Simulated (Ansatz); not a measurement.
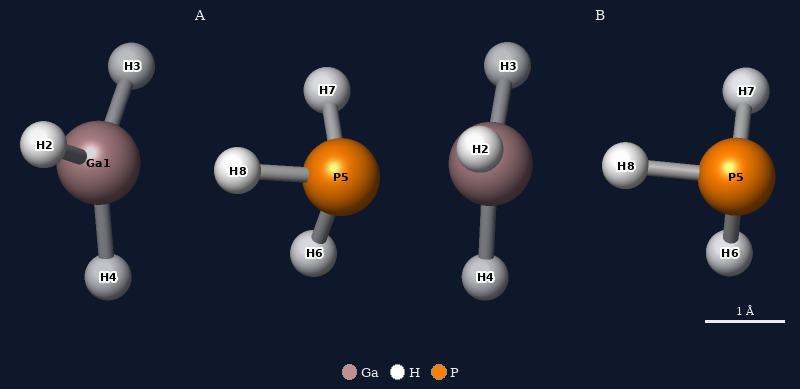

Two geometries of GaPH6, drawn at one scale. One is the start of a relaxation, the other its converged end. A ball-and-stick model, seen at a tilt.

The calculation used RKS PBE0/def2-SVP (Ansatz 0.2.0). Settings: no spin polarisation; force threshold 0.03 eV/Å; at most 50 steps.

Which geometry has the lower energy?

Answer. Structure A is the relaxed one. The run prepares an end point of a later path (reaction) calculation, from a guessed geometry. The largest move after the best rigid fit is that of H2, 0.48 Å. Largest moves by element: H 0.48 Å, P 0.20 Å, Ga 0.13 Å. Among the contacts that change: Ga1–P5 3.486 → 3.341 Å, P5–H8 1.431 → 1.435 Å. Over 6 geometry steps the energy falls by 11.8 kJ/mol. Largest force component: 0.39 eV/Å at the start, 0.0053 eV/Å at the end.
